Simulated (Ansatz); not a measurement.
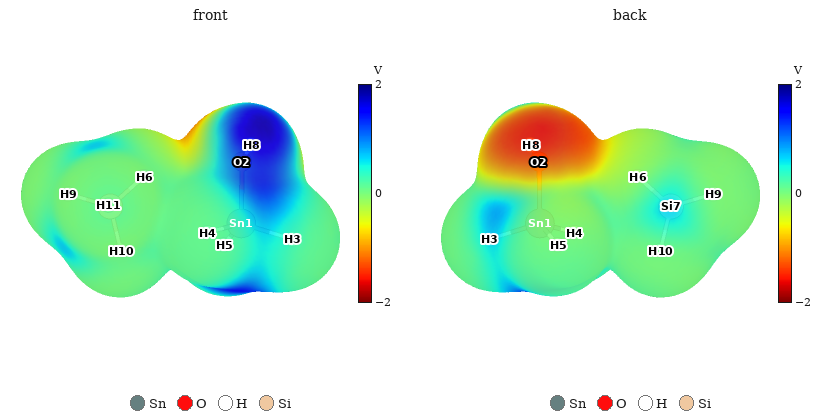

H4OSn···SiH4. The electrostatic potential painted on the density surface at 0.001 e/bohr³, seen from the front and from behind; red is negative and blue positive.

The reactant side of a reaction path; geometry: PBE0-D4/def2-TZVP; core potentials replace the inner electrons of Sn.

The calculation used Ansatz, RKS PBE0-D4/def2-TZVPP.

| atom | x (Å) | y (Å) | z (Å) |
| --- | --- | --- | --- |
| Sn | -0.6462 | -1.6942 | -0.5981 |
| O | 1.2948 | -1.9700 | -0.4094 |
| H | -1.4023 | -3.2250 | -0.6767 |
| H | -1.2039 | -0.8124 | 0.7575 |
| H | -0.7759 | -0.8172 | -2.0460 |
| H | 1.1633 | 1.0959 | 0.1205 |
| Si | 0.2422 | 2.1916 | 0.5165 |
| H | 1.5349 | -2.4397 | 0.3918 |
| H | 0.9245 | 3.5015 | 0.3618 |
| H | -0.9639 | 2.1593 | -0.3504 |
| H | -0.1675 | 2.0104 | 1.9323 |

Describe the electrostatic potential map.

The most negative region (about −1.5 V, or −35 kcal/mol for a unit charge) lies over O2, the most positive (about +1.7 V, or +39 kcal/mol for a unit charge) over H8. O2 is the likeliest acceptor of a hydrogen bond.
